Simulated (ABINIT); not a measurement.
# InGeH3 (Pm-3m): zone-centre phonons, part 3 of 3

Aim: the zone-centre modes of InGeH3 (Pm-3m).

ABINIT 10.8.3; DFT LDA, scalar-relativistic, plane waves, HGH norm-conserving pseudopotentials.

So far. Step 6 (Self-consistent run for the response): The cell stands at -0.48 GPa: the relaxation ran with a smoothed and higher cutoff, and the difference is a stress of the finite basis. Step 7 (Linear response at Γ): The acoustic modes at Γ come out as far as 0.6 cm⁻¹ from zero, where they should vanish, a small numerical error. The lowest optical mode is imaginary, 825i cm⁻¹, an instability at this level and on this k mesh. The relaxed cell has a = 3.840 Å (conventional setting).

The structure was built from a prototype and need not be the compound's stable phase.

## (8) Zone-centre analysis

anaddb reads the merged derivatives and imposes the acoustic sum rule.

Contents of anaddb.abi:

```
ddb_filepath "gamma_DDB"
output_file "anaddb.abo"
outdata_prefix "anaddb"
asr 1
chneut 1
enunit 2
eivec 1
nph1l 1
qph1l 0.0 0.0 0.0 1.0
```

Contents of mrgddb.in:

```
gamma_DDB
merged
2
dfpt_gammao_DDB
gso_DDB
```

On the command line:

```bash
$ mrgddb < mrgddb.in > mrgddb.log
$ OMP_NUM_THREADS=1 anaddb anaddb.abi > anaddb.log
```

anaddb.abo, the main output file:

```text
-outvars_anaddb: echo values of input variables ----------------------

 Miscellaneous information :
      enunit         2
       eivec         1
         asr         1
 First list of wavevector (reduced coord.) :
       nph1l         1
       qph1l
                     0.00000000E+00  0.00000000E+00  0.00000000E+00    1.000E+00

================================================================================

 read the DDB information and perform some checks

  ==== Info on the Cryst% object ====
 Real(R)+Recip(G) space primitive vectors, cartesian coordinates (Bohr,Bohr^-1):
 R(1)=  7.2559930  0.0000000  0.0000000  G(1)=  0.1378171  0.0000000  0.0000000
 R(2)=  0.0000000  7.2559930  0.0000000  G(2)=  0.0000000  0.1378171  0.0000000
 R(3)=  0.0000000  0.0000000  7.2559930  G(3)=  0.0000000  0.0000000  0.1378171
 Unit cell volume ucvol=  3.8202392E+02 bohr^3
 Angles (23,13,12)=  9.00000000E+01  9.00000000E+01  9.00000000E+01 degrees
 Time-reversal symmetry is present
 Reduced atomic positions [iatom, xred, symbol]:
    1)    0.0000000  0.0000000  0.0000000  In
    2)    0.5000000  0.5000000  0.5000000  Ge
    3)    0.5000000  0.5000000  0.0000000   H
    4)    0.5000000  0.0000000  0.5000000   H
    5)    0.0000000  0.5000000  0.5000000   H

 DDB file with 3 blocks has been read.

================================================================================

 Treat the first list of vectors

  Phonon wavevector (reduced coordinates) :  0.00000  0.00000  0.00000
 Phonon energies in Hartree :
  -3.757826E-03 -3.757826E-03 -3.757826E-03  0.000000E+00  0.000000E+00
   0.000000E+00  3.813047E-04  3.813047E-04  3.813047E-04  2.009470E-03
   2.009470E-03  2.009470E-03  2.234341E-03  2.234341E-03  2.234341E-03
 Phonon energies in meV     :
- -1.022557E+02 -1.022557E+02 -1.022557E+02  0.000000E+00  0.000000E+00
-  0.000000E+00  1.037583E+01  1.037583E+01  1.037583E+01  5.468046E+01
-  5.468046E+01  5.468046E+01  6.079951E+01  6.079951E+01  6.079951E+01
 Phonon frequencies in cm-1    :
- -8.247474E+02 -8.247474E+02 -8.247474E+02  0.000000E+00  0.000000E+00
-  0.000000E+00  8.368671E+01  8.368671E+01  8.368671E+01  4.410277E+02
-  4.410277E+02  4.410277E+02  4.903811E+02  4.903811E+02  4.903811E+02
 Phonon frequencies in Thz     :
- -2.472531E+01 -2.472531E+01 -2.472531E+01  0.000000E+00  0.000000E+00
-  0.000000E+00  2.508864E+00  2.508864E+00  2.508864E+00  1.322168E+01
-  1.322168E+01  1.322168E+01  1.470126E+01  1.470126E+01  1.470126E+01
 Phonon energies in Kelvin  :
- -1.186628E+03 -1.186628E+03 -1.186628E+03  0.000000E+00  0.000000E+00
-  0.000000E+00  1.204065E+02  1.204065E+02  1.204065E+02  6.345404E+02
-  6.345404E+02  6.345404E+02  7.055490E+02  7.055490E+02  7.055490E+02

 Eigendisplacements
 (will be given, for each mode : in cartesian coordinates
   for each atom the real part of the displacement vector,
   then the imaginary part of the displacement vector - absolute values smaller than 1.0d-7 are set to zero)
  Mode number    1   Energy   -3.757826E-03
 Attention : low frequency mode.
   (Could be unstable or acoustic mode)
-  1  1.79201436E-05  0.00000000E+00  0.00000000E+00
-     0.00000000E+00  0.00000000E+00  0.00000000E+00
-  2 -3.65835120E-04  0.00000000E+00  0.00000000E+00
-     0.00000000E+00  0.00000000E+00  0.00000000E+00
-  3  6.03702141E-04  0.00000000E+00  0.00000000E+00
-     0.00000000E+00  0.00000000E+00  0.00000000E+00
-  4  6.03702141E-04 -1.72344956E-06  0.00000000E+00
-     0.00000000E+00  0.00000000E+00  0.00000000E+00
-  5  2.31052325E-02  0.00000000E+00  0.00000000E+00
-     0.00000000E+00  0.00000000E+00  0.00000000E+00
  Mode number    2   Energy   -3.757826E-03
 Attention : low frequency mode.
   (Could be unstable or acoustic mode)
-  1  0.00000000E+00  1.79201436E-05  0.00000000E+00
-     0.00000000E+00  0.00000000E+00  0.00000000E+00
-  2  0.00000000E+00 -3.65835120E-04  0.00000000E+00
-     0.00000000E+00  0.00000000E+00  0.00000000E+00
-  3  0.00000000E+00  6.03702141E-04  0.00000000E+00
-     0.00000000E+00  0.00000000E+00  0.00000000E+00
-  4  0.00000000E+00  2.31052325E-02  0.00000000E+00
-     0.00000000E+00  0.00000000E+00  0.00000000E+00
-  5  1.72344956E-06  6.03702141E-04  0.00000000E+00
-     0.00000000E+00  0.00000000E+00  0.00000000E+00
  Mode number    3   Energy   -3.757826E-03
 Attention : low frequency mode.
   (Could be unstable or acoustic mode)
-  1  0.00000000E+00  0.00000000E+00  1.79201436E-05
-     0.00000000E+00  0.00000000E+00  0.00000000E+00
-  2  0.00000000E+00  0.00000000E+00 -3.65835121E-04
-     0.00000000E+00  0.00000000E+00  0.00000000E+00
-  3  0.00000000E+00  0.00000000E+00  2.31052325E-02
-     0.00000000E+00  0.00000000E+00  0.00000000E+00
-  4  0.00000000E+00  0.00000000E+00  6.03702143E-04
-     0.00000000E+00  0.00000000E+00  0.00000000E+00
-  5  0.00000000E+00  0.00000000E+00  6.03702143E-04
-     0.00000000E+00  0.00000000E+00  0.00000000E+00
  Mode number    4   Energy    0.000000E+00
 Attention : low frequency mode.
   (Could be unstable or acoustic mode)
-  1  0.00000000E+00  0.00000000E+00 -1.69717458E-03
-     0.00000000E+00  0.00000000E+00  0.00000000E+00
-  2  0.00000000E+00  0.00000000E+00 -1.69716006E-03
-     0.00000000E+00  0.00000000E+00  0.00000000E+00
-  3  0.00000000E+00  0.00000000E+00 -1.69715887E-03
-     0.00000000E+00  0.00000000E+00  0.00000000E+00
-  4  0.00000000E+00  0.00000000E+00 -1.69718358E-03
-     0.00000000E+00  0.00000000E+00  0.00000000E+00
-  5  0.00000000E+00  0.00000000E+00 -1.69718358E-03
-     0.00000000E+00  0.00000000E+00  0.00000000E+00
  Mode number    5   Energy    0.000000E+00
 Attention : low frequency mode.
   (Could be unstable or acoustic mode)
-  1  0.00000000E+00  1.69717457E-03  0.00000000E+00
-     0.00000000E+00  0.00000000E+00  0.00000000E+00
-  2  0.00000000E+00  1.69716006E-03  0.00000000E+00
-     0.00000000E+00  0.00000000E+00  0.00000000E+00
-  3  0.00000000E+00  1.69718358E-03  0.00000000E+00
-     0.00000000E+00  0.00000000E+00  0.00000000E+00
-  4  0.00000000E+00  1.69715887E-03  0.00000000E+00
-     0.00000000E+00  0.00000000E+00  0.00000000E+00
-  5  0.00000000E+00  1.69718358E-03  0.00000000E+00
-     0.00000000E+00  0.00000000E+00  0.00000000E+00
  Mode number    6   Energy    0.000000E+00
 Attention : low frequency mode.
   (Could be unstable or acoustic mode)
-  1  1.69717457E-03  0.00000000E+00  0.00000000E+00
-     0.00000000E+00  0.00000000E+00  0.00000000E+00
-  2  1.69716006E-03  0.00000000E+00  0.00000000E+00
-     0.00000000E+00  0.00000000E+00  0.00000000E+00
-  3  1.69718358E-03  0.00000000E+00  0.00000000E+00
-     0.00000000E+00  0.00000000E+00  0.00000000E+00
-  4  1.69718358E-03  0.00000000E+00  0.00000000E+00
-     0.00000000E+00  0.00000000E+00  0.00000000E+00
-  5  1.69715887E-03  0.00000000E+00  0.00000000E+00
-     0.00000000E+00  0.00000000E+00  0.00000000E+00
  Mode number    7   Energy    3.813047E-04
-  1  0.00000000E+00  0.00000000E+00 -1.37726013E-03
-     0.00000000E+00  0.00000000E+00  0.00000000E+00
-  2  0.00000000E+00  0.00000000E+00  2.08233543E-03
-     0.00000000E+00  0.00000000E+00  0.00000000E+00
-  3  0.00000000E+00  0.00000000E+00  2.37907447E-03
-     0.00000000E+00  0.00000000E+00  0.00000000E+00
-  4  0.00000000E+00  0.00000000E+00  2.25309021E-03
-     0.00000000E+00  0.00000000E+00  0.00000000E+00
-  5  0.00000000E+00  0.00000000E+00  2.25309021E-03
-     0.00000000E+00  0.00000000E+00  0.00000000E+00
  Mode number    8   Energy    3.813047E-04
-  1  0.00000000E+00 -1.37726013E-03  0.00000000E+00
-     0.00000000E+00  0.00000000E+00  0.00000000E+00
-  2  0.00000000E+00  2.08233543E-03  0.00000000E+00
-     0.00000000E+00  0.00000000E+00  0.00000000E+00
-  3  0.00000000E+00  2.25309021E-03  0.00000000E+00
-     0.00000000E+00  0.00000000E+00  0.00000000E+00
-  4  0.00000000E+00  2.37907447E-03  0.00000000E+00
-     0.00000000E+00  0.00000000E+00  0.00000000E+00
-  5  0.00000000E+00  2.25309021E-03  0.00000000E+00
-     0.00000000E+00  0.00000000E+00  0.00000000E+00
  Mode number    9   Energy    3.813047E-04
-  1  1.37726013E-03  0.00000000E+00  0.00000000E+00
-     0.00000000E+00  0.00000000E+00  0.00000000E+00
-  2 -2.08233543E-03  0.00000000E+00  0.00000000E+00
-     0.00000000E+00  0.00000000E+00  0.00000000E+00
-  3 -2.25309021E-03  0.00000000E+00  0.00000000E+00
-     0.00000000E+00  0.00000000E+00  0.00000000E+00
-  4 -2.25309021E-03  0.00000000E+00  0.00000000E+00
-     0.00000000E+00  0.00000000E+00  0.00000000E+00
-  5 -2.37907447E-03  0.00000000E+00  0.00000000E+00
-     0.00000000E+00  0.00000000E+00  0.00000000E+00
  Mode number   10   Energy    2.009470E-03
-  1  0.00000000E+00  0.00000000E+00  1.30435831E-05
-     0.00000000E+00  0.00000000E+00  0.00000000E+00
-  2  0.00000000E+00  0.00000000E+00 -4.52601363E-04
-     0.00000000E+00  0.00000000E+00  0.00000000E+00
-  3  0.00000000E+00  6.35146534E-07 -1.36615636E-03
-     0.00000000E+00  0.00000000E+00  0.00000000E+00
-  4  0.00000000E+00  0.00000000E+00  1.62421656E-02
-     0.00000000E+00  0.00000000E+00  0.00000000E+00
-  5  0.00000000E+00  6.35146534E-07  1.62421656E-02
-     0.00000000E+00  0.00000000E+00  0.00000000E+00
  Mode number   11   Energy    2.009470E-03
-  1  0.00000000E+00  1.30435831E-05  0.00000000E+00
-     0.00000000E+00  0.00000000E+00  0.00000000E+00
-  2  0.00000000E+00 -4.52601363E-04  0.00000000E+00
-     0.00000000E+00  0.00000000E+00  0.00000000E+00
-  3  3.92708707E-07  1.62421656E-02  0.00000000E+00
-     0.00000000E+00  0.00000000E+00  0.00000000E+00
-  4  3.92708707E-07 -1.36615636E-03 -6.35146489E-07
-     0.00000000E+00  0.00000000E+00  0.00000000E+00
-  5  0.00000000E+00  1.62421656E-02 -6.35146489E-07
-     0.00000000E+00  0.00000000E+00  0.00000000E+00
  Mode number   12   Energy    2.009470E-03
-  1  1.30435831E-05  0.00000000E+00  0.00000000E+00
-     0.00000000E+00  0.00000000E+00  0.00000000E+00
-  2 -4.52601363E-04  0.00000000E+00  0.00000000E+00
-     0.00000000E+00  0.00000000E+00  0.00000000E+00
-  3  1.62421656E-02 -3.92708635E-07  0.00000000E+00
-     0.00000000E+00  0.00000000E+00  0.00000000E+00
-  4  1.62421656E-02  0.00000000E+00  0.00000000E+00
-     0.00000000E+00  0.00000000E+00  0.00000000E+00
-  5 -1.36615636E-03 -3.92708635E-07  0.00000000E+00
-     0.00000000E+00  0.00000000E+00  0.00000000E+00
  Mode number   13   Energy    2.234341E-03
-  1  0.00000000E+00  0.00000000E+00  0.00000000E+00
-     0.00000000E+00  0.00000000E+00  0.00000000E+00
-  2  0.00000000E+00  0.00000000E+00  0.00000000E+00
-     0.00000000E+00  0.00000000E+00  0.00000000E+00
-  3  0.00000000E+00  7.88840046E-07  0.00000000E+00
-     0.00000000E+00  0.00000000E+00  0.00000000E+00
-  4  0.00000000E+00  0.00000000E+00 -1.64963404E-02
-     0.00000000E+00  0.00000000E+00  0.00000000E+00
-  5  0.00000000E+00 -7.88840046E-07  1.64963404E-02
-     0.00000000E+00  0.00000000E+00  0.00000000E+00
  Mode number   14   Energy    2.234341E-03
-  1  0.00000000E+00  0.00000000E+00  0.00000000E+00
-     0.00000000E+00  0.00000000E+00  0.00000000E+00
-  2  0.00000000E+00  0.00000000E+00  0.00000000E+00
-     0.00000000E+00  0.00000000E+00  0.00000000E+00
-  3  3.95566204E-07  1.64963404E-02  0.00000000E+00
-     0.00000000E+00  0.00000000E+00  0.00000000E+00
-  4 -3.95566204E-07  0.00000000E+00  7.88840046E-07
-     0.00000000E+00  0.00000000E+00  0.00000000E+00
-  5  0.00000000E+00 -1.64963404E-02 -7.88840046E-07
-     0.00000000E+00  0.00000000E+00  0.00000000E+00
  Mode number   15   Energy    2.234341E-03
-  1  0.00000000E+00  0.00000000E+00  0.00000000E+00
-     0.00000000E+00  0.00000000E+00  0.00000000E+00
-  2  0.00000000E+00  0.00000000E+00  0.00000000E+00
-     0.00000000E+00  0.00000000E+00  0.00000000E+00
-  3  1.64963404E-02 -3.95566204E-07  0.00000000E+00
-     0.00000000E+00  0.00000000E+00  0.00000000E+00
-  4 -1.64963404E-02  0.00000000E+00  0.00000000E+00
-     0.00000000E+00  0.00000000E+00  0.00000000E+00
-  5  0.00000000E+00  3.95566204E-07  0.00000000E+00
-     0.00000000E+00  0.00000000E+00  0.00000000E+00

 Analysis of degeneracies and characters (maximum tolerance=1.00E-06 a.u.)
 For each vibration mode, or group of modes if degenerate,
 the characters are given for each symmetry operation (see the list in the log file).
 Symmetry characters of vibration mode #   1
       degenerate with vibration modes #   2 to    3
  3.0 -3.0 -1.0  1.0 -1.0  1.0 -1.0  1.0  1.0 -1.0 -1.0  1.0  1.0 -1.0 -1.0  1.0
 -0.0  0.0  0.0 -0.0  0.0 -0.0 -0.0  0.0  1.0 -1.0 -1.0  1.0 -1.0  1.0  1.0 -1.0
 -0.0  0.0  0.0 -0.0 -0.0  0.0  0.0 -0.0  1.0 -1.0  1.0 -1.0 -1.0  1.0 -1.0  1.0
 Symmetry characters of vibration mode #   4
       degenerate with vibration modes #   5 to    6
  3.0 -3.0 -1.0  1.0 -1.0  1.0 -1.0  1.0  1.0 -1.0 -1.0  1.0  1.0 -1.0 -1.0  1.0
 -0.0  0.0 -0.0  0.0  0.0 -0.0  0.0 -0.0  1.0 -1.0 -1.0  1.0 -1.0  1.0  1.0 -1.0
 -0.0  0.0  0.0 -0.0  0.0 -0.0 -0.0  0.0  1.0 -1.0  1.0 -1.0 -1.0  1.0 -1.0  1.0
 Symmetry characters of vibration mode #   7
       degenerate with vibration modes #   8 to    9
  3.0 -3.0 -1.0  1.0 -1.0  1.0 -1.0  1.0  1.0 -1.0 -1.0  1.0  1.0 -1.0 -1.0  1.0
  0.0 -0.0  0.0 -0.0 -0.0  0.0 -0.0  0.0  1.0 -1.0 -1.0  1.0 -1.0  1.0  1.0 -1.0
  0.0 -0.0 -0.0  0.0 -0.0  0.0  0.0 -0.0  1.0 -1.0  1.0 -1.0 -1.0  1.0 -1.0  1.0
 Symmetry characters of vibration mode #  10
       degenerate with vibration modes #  11 to   12
  3.0 -3.0 -1.0  1.0 -1.0  1.0 -1.0  1.0  1.0 -1.0 -1.0  1.0  1.0 -1.0 -1.0  1.0
  0.0 -0.0 -0.0  0.0  0.0 -0.0  0.0 -0.0  1.0 -1.0 -1.0  1.0 -1.0  1.0  1.0 -1.0
  0.0 -0.0  0.0 -0.0  0.0 -0.0 -0.0  0.0  1.0 -1.0  1.0 -1.0 -1.0  1.0 -1.0  1.0
 Symmetry characters of vibration mode #  13
       degenerate with vibration modes #  14 to   15
  3.0 -3.0 -1.0  1.0 -1.0  1.0 -1.0  1.0 -1.0  1.0  1.0 -1.0 -1.0  1.0  1.0 -1.0
  0.0 -0.0  0.0 -0.0 -0.0  0.0 -0.0  0.0 -1.0  1.0  1.0 -1.0  1.0 -1.0 -1.0  1.0
  0.0 -0.0 -0.0  0.0 -0.0  0.0  0.0 -0.0 -1.0  1.0 -1.0  1.0  1.0 -1.0  1.0 -1.0
-
```

It took 0.51 s on 1 thread of Arm Neoverse V1, shared host.

No LO-TO term; unit eigenvectors of the mass-weighted matrix, from anaddb's displacements. The modes at Γ (shares of kinetic energy by element, %) (negative means imaginary):

```csv
mode,frequency (cm⁻¹),symmetry,In %,Ge %,H %
1,-824.7,T1u,0,2,98
2,-824.7,T1u,0,2,98
3,-824.7,T1u,0,2,98
4,0.0,acoustic,60,38,2
5,0.0,acoustic,60,38,2
6,0.0,acoustic,60,38,2
7,83.7,T1u,40,57,3
8,83.7,T1u,40,57,3
9,83.7,T1u,40,57,3
10,441.0,T1u,0,3,97
11,441.0,T1u,0,3,97
12,441.0,T1u,0,3,97
13,490.4,T2u,0,0,100
14,490.4,T2u,0,0,100
15,490.4,T2u,0,0,100
```

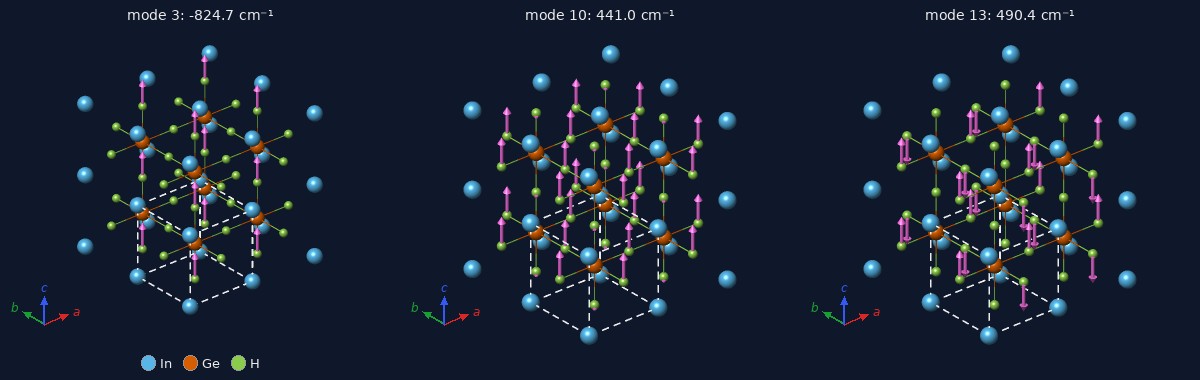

Displacement patterns of modes 3, 10 and 13 at Γ; arrows are exaggerated. 2×2×2 cells are drawn. Some periodic images of atoms are drawn too.

The rule moves no optical mode by more than 0.1 cm⁻¹.

## (9) Results

```yaml
space_group_after_relaxation: Pm-3m
volume_per_atom: 11.3 Å³
highest_optical_zone_centre_mode_no_lo_to_term: 490.4 cm⁻¹
lowest_optical_zone_centre_mode: -824.8 cm⁻¹
imaginary_optical_modes_at_the_zone_centre_no_q_mesh_in_this_session: yes
```

In words: At the LDA level the optical modes of InGeH3 (Pm-3m) at the zone centre run from 825i to 490 cm⁻¹, so the structure is a saddle point, with 3 modes beyond 10i cm⁻¹ there. The base run prints -0.48 GPa, mostly the error of a finite basis; the relaxation, with a smoothed and higher cutoff, had brought the cell to rest. These are harmonic frequencies: anharmonic shifts and widths and the lattice's thermal expansion are left out. The Fermi-Dirac smearing of 0.01 Ha is an electronic temperature of 3158 K, which adds a pressure of its own and can shift the volume and soft modes. The HGH files keep few electrons and have no core correction, which is cheap but rough for Ge and In. In a metal the frequencies hang on the k mesh and the smearing, most of all near Kohn anomalies. The structure is a hypothetical one, built on a prototype.

[Host names and launcher messages were left out of these logs when they were recorded.]

[Logs are printed without paths, hosts, clocks, repeated set-up lines and the standing remarks that a program may print on its own settings, such as how far it seeks lower states.]

[Hosts, paths, dates, database ids (printed as entryN), source tags and the programs' standing remarks are cut or masked in the printed files.]
